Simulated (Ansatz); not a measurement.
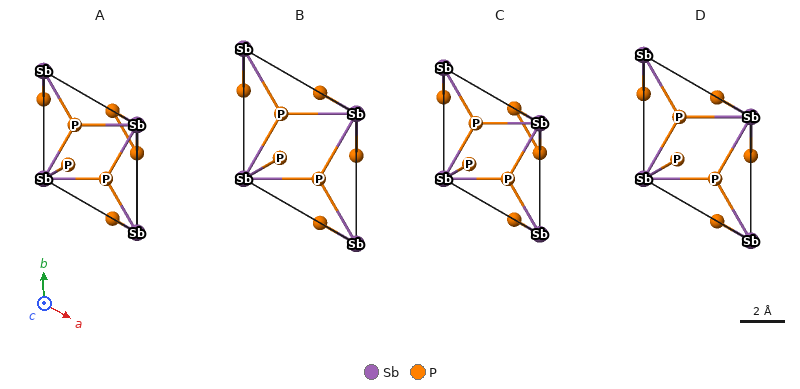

4 geometries from one relaxation of crystalline SbP5 (a generated structure, set up in P-62m) (coarse preliminary run), in shuffled order. The picture is a ball-and-stick view of the cell of the calculation, seen along the c axis.

Level of theory: DFT PBE, scalar-relativistic, plane waves, PAW (Ansatz 0.2.0). Settings: plane-wave cutoff 420 eV; k-point mesh 3 × 3 × 4; occupations gaussian; smearing width 0.1 eV; no spin polarisation; cell and atoms relaxed; force threshold 0.04 eV/Å; at most 70 steps.

> Put them in the order of the run, from the start to the converged end.

B, D, C, A. They are steps 0, 1, 3, 9, at +6.167 eV per cell of the calculation, +3.847 eV per cell of the calculation, +0.256 eV per cell of the calculation relative to the last. The energy falls by 6.167 eV per cell of the calculation in 7 accepted moves (9 points after the start). The largest force component goes from 0.51 to 0.013 eV/Å. The pressure goes from −14.94 to 0.12 GPa. The line search rejected the trial step at point 4 of the run. At 1 point the geometry stayed and the basis and grid were re-selected for the new cell (energy shift of 3.4 meV per cell of the calculation at most each time). The largest moves relative to the cell, 0.30 Å, are those of P atoms. Sb stays in place. Cell: a = b 5.975 → 4.949 Å (−17.2 %), c 5.617 → 5.341 Å (−4.9 %). Volume −34.8 %. Near-neighbour distances that change, for instance: P–P 3.331 → 2.247 Å, P–Sb 3.450 → 2.857 Å, P–P 3.450 → 2.857 Å, P–Sb 3.404 → 2.969 Å. The space group stays P-62m (No. 189).
